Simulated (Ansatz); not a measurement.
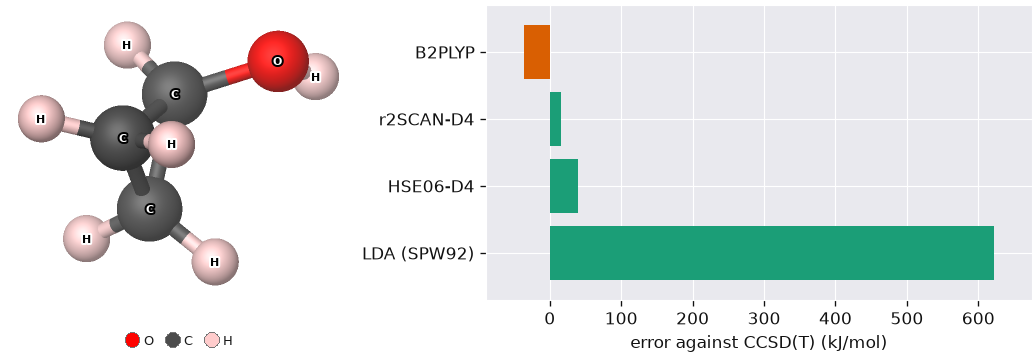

Error in the electronic atomisation energy (method less reference, so positive means overbinding) of C₃H₆O, SMILES OC1CC1: functionals in def2-TZVPP against frozen-core CCSD(T) at the limit (MP2 extrapolated from triple and quadruple zeta, plus CCSD(T) less MP2 in a smaller set), which gives 3980.2 kJ/mol, at a PBE0-D4/def2-TZVP geometry (a minimum by its frequencies), no zero-point or spin-orbit term, the Ansatz code. The reference leaves out core correlation, a term that grows with the number of heavy atoms. B2PLYP holds a correlation term that converges slowly with the basis, so part of the distance to the limit is basis error. No dispersion term is added to B2PLYP.

### What range do the values span?

From −36.1 kJ/mol (B2PLYP) to 621.9 kJ/mol (LDA (SPW92)).

### Give the values.

```csv
level,kJ/mol
B2PLYP,−36.1
r2SCAN-D4,16.4
HSE06-D4,39.6
LDA (SPW92),621.9
```
